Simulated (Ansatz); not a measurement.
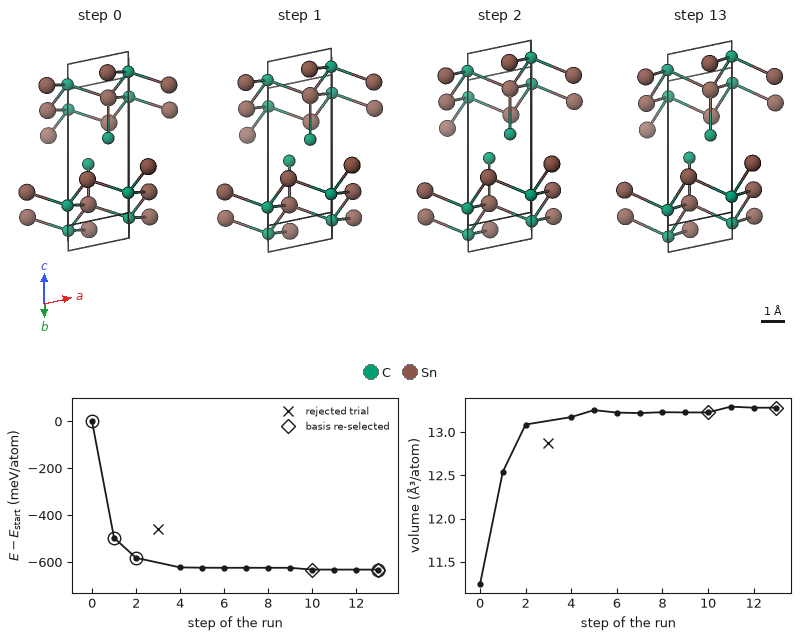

Frames of a relaxation of a crystal of SnC2 (a generated structure, set up in P-3m1), marked on the history of the run. A ball-and-stick model of the cell of the calculation, seen from a free direction.

Level of theory: Ansatz 0.2.0, DFT, PBE, plane waves, PAW.

The input:
```yaml
crystal:
  lattice:
    - [3.168006734, 0.0, 0.0]
    - [-1.584003367, 2.743574311, 0.0]
    - [0.0, 0.0, 7.76]
  atoms:
    - { symbol: C, position: [0.0, 0.0, 0.875] }
    - { symbol: C, position: [0.6666666667, 0.3333333333, 0.5416666667] }
    - { symbol: Sn, position: [0.3333333333, 0.6666666667, 0.2083333333] }
    - { symbol: Sn, position: [0.6666666667, 0.3333333333, 0.7916666667] }
    - { symbol: C, position: [0.3333333333, 0.6666666667, 0.4583333333] }
    - { symbol: C, position: [0.0, 0.0, 0.125] }
kpoints:
  mp_grid: { grid: [12, 12, 4] }
hamiltonian:
  xc: pbe
scf:
  occupations: { method: fermi_dirac, width: 0.02 }
relax:
  f_tol: 0.005
  cell: {}
```

Run as
```bash
ansatz run input.yaml --threads 4 --pin off --max-ram 6451MiB --backend cpu --events-out ev --progress --plain --runs-dir out
```

What happens along the run?

Answer. The largest moves relative to the cell, 0.28 Å, are those of C1 and C6. C1 goes along +c. Sn stays in place. The volume changes by +18.2 %, with a = b 3.168 → 3.343 Å (+5.5 %), c 7.760 → 8.234 Å (+6.1 %). Some distances before and after: C1–C6 1.940 → 1.496 Å, C2–Sn4 1.940 → 2.182 Å, C1–Sn4 1.940 → 2.159 Å. New bonds form, among them: C1–C6 (1.94 → 1.50 Å). Bond angles that change, for instance: Sn3–C6–Sn3 109.5° → 101.5°, C6–Sn3–C6 109.5° → 101.5°, C5–Sn3–C6 109.5° → 116.6°. The space group stays P-3m1 (No. 164). After 10 accepted moves (13 points after the start) the energy has fallen by 632 meV per atom. Largest force component: 6.2 eV/Å at the start, 0.00032 eV/Å at the end. The pressure goes from 49.36 to 0.01 GPa. The line search rejected the trial step at point 3 of the run. At 2 points the geometry stayed and the basis and grid were re-selected for the new cell (energy shift of 7.7 meV per atom at most each time). The run took 26 s on 4 threads of Arm Neoverse V1, with other jobs on the host, peak memory 0.47 GiB. From step 0 to 1: C atoms move most (0.13 Å), volume +11.6 %, energy −496 meV per atom. From step 1 to 2: C atoms move most (0.09 Å), volume +4.4 %, energy −85.1 meV per atom. From step 2 to 13: C atoms move most (0.08 Å), volume +1.5 %, energy −50.2 meV per atom.
